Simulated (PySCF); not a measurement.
C$_{3}$H$_{12}$OSi$_{2}$ (SMILES CO[Si](C)(C)[SiH3])

| atom | x (Å) | y (Å) | z (Å) |
| --- | --- | --- | --- |
| C | 2.0105 | -1.3113 | 0.3653 |
| O | 0.8002 | -1.1906 | -0.3136 |
| Si | -0.3469 | -0.0296 | -0.1484 |
| C | -1.6317 | -0.6190 | -1.4181 |
| C | -1.1105 | -0.1063 | 1.6081 |
| Si | 0.5220 | 2.0783 | -0.5788 |
| H | 2.5320 | -2.1856 | -0.0263 |
| H | 1.8454 | -1.4440 | 1.4378 |
| H | 2.6333 | -0.4247 | 0.2151 |
| H | -2.4915 | 0.0435 | -1.4186 |
| H | -1.9852 | -1.6222 | -1.1995 |
| H | -1.2210 | -0.6284 | -2.4228 |
| H | -1.4519 | -1.1109 | 1.8485 |
| H | -1.9631 | 0.5591 | 1.7034 |
| H | -0.3898 | 0.1832 | 2.3698 |
| H | 0.7501 | 2.3483 | -2.0034 |
| H | -0.3382 | 3.1627 | -0.0935 |
| H | 1.8275 | 2.3038 | 0.0631 |

Geometry: GFN2-xTB.

The calculation used CAM-B3LYP/def2-SVPD, SCF density, gas phase (PySCF 2.14.0).

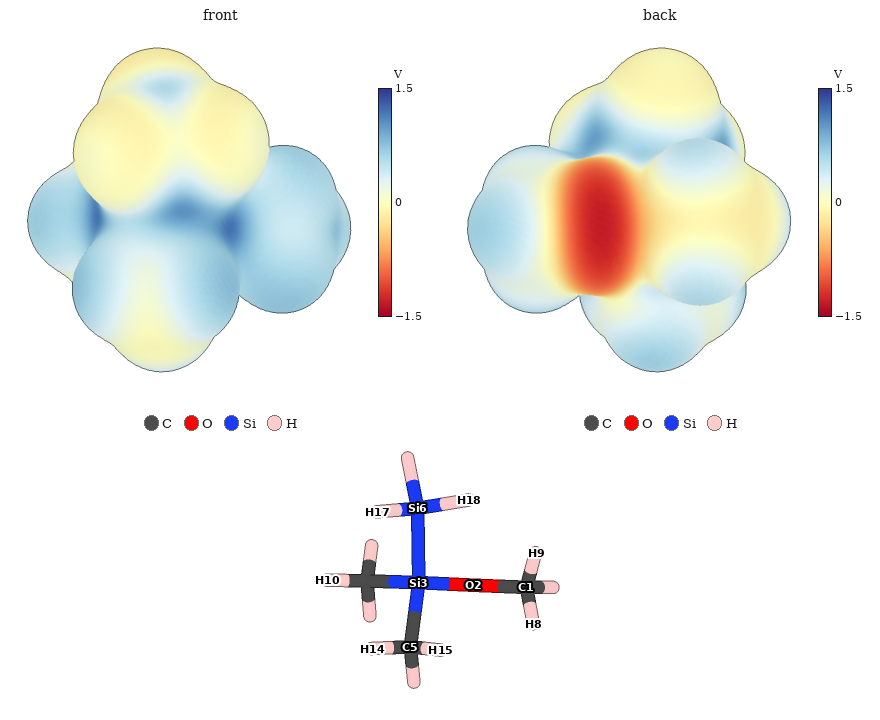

Figure 1. The electrostatic potential painted on the density surface at 0.002 e/bohr³, seen from the front and from behind; red is negative and blue positive. The bare structure is drawn below in the same view.

Q: Where is the surface potential most negative and most positive?

A: The most negative region (about −1.3 V, or −30 kcal/mol for a unit charge) lies over O2, the most positive (about +1.1 V, or +25 kcal/mol for a unit charge) over Si3. O2 is the likeliest acceptor of a hydrogen bond.

Q: What dipole moment does the calculation give?

A: Its dipole moment is 0.93 D.

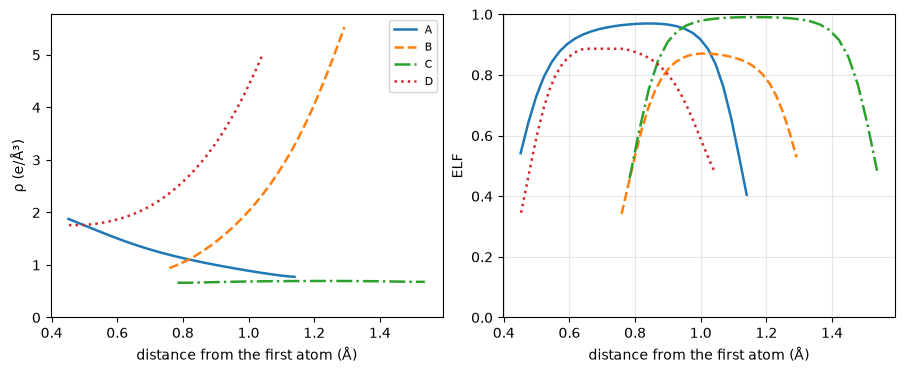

Figure 2. Electron density and ELF along straight lines between neighbouring atoms. The curves leave out the atomic cores.

Q: Which curve belongs to which contact (C–O, C–Si, Si–O and Si–Si)? The first atom named is at distance zero.

A: Curve A: C–Si (1.90 Å): ρ at the midpoint is about 0.94 e/Å³; the ELF peaks at about 0.95 between the atoms; a covalent bond. Curve B: Si–O (1.64 Å): ρ at the midpoint is about 1.1 e/Å³; the ELF peaks at about 0.85 between the atoms; a shared but strongly polarised pair. Curve C: Si–Si (2.32 Å): ρ at the midpoint is about 0.69 e/Å³; the ELF peaks at about 1 between the atoms, as expected for a shared electron pair. Curve D: C–O (1.39 Å): the density is about 2.1 e/Å³ at the midpoint, with its minimum of 1.8 e/Å³ about 0.5 Å from C; the ELF peaks at about 0.90 between the atoms: a polar covalent bond.
